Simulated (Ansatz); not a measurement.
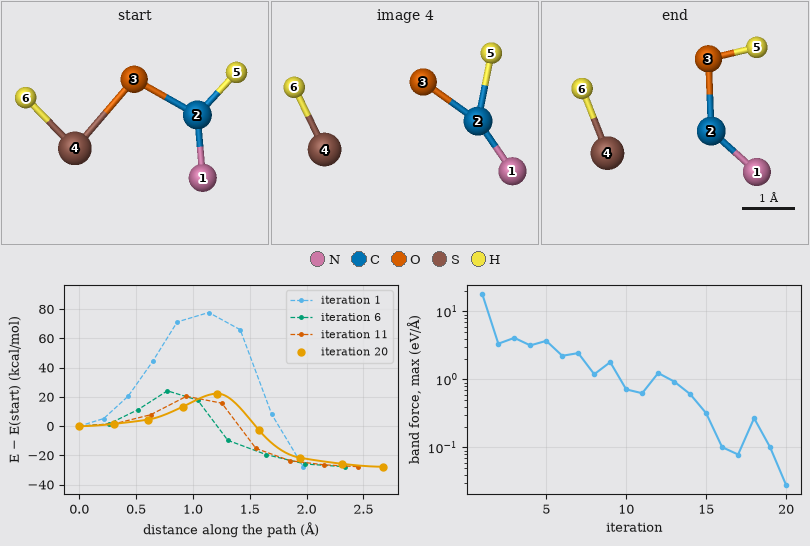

A nudged-elastic-band calculation for CH$_{2}$NOS (charge −1). Images are numbered from 0 (start) to 8 (end). The plot follows the band through its iterations. A ball-and-stick model, seen face on.

Level of theory: Ansatz, RKS B3LYP/def2-SVP. Set-up: 7 movable images; climbing image; force threshold 0.05 eV/Å; iteration limit 60; spring constant 20.0 eV/Å²; starting path through a guess of the saddle point.

How did the profile develop, and is the result final?

Answer. The run is converged, with reservations. The band converged in 20 iterations. The largest component of the band force went from 18 to 0.028 eV/Å. The climbing image converged on the top of the path. Its curvatures weren't checked. The first iteration put the highest image at 77.7 kcal/mol. The highest point, image 4, lies 22.2 kcal/mol above the start and 50.0 kcal/mol above the end; the end is at −27.7 kcal/mol relative to the start.

Limits of the set-up: the basis has no diffuse functions, which an anion needs.

Cost: 3.9 min on 1 thread of Arm Neoverse V2, on a shared host, peak memory 0.13 GiB.
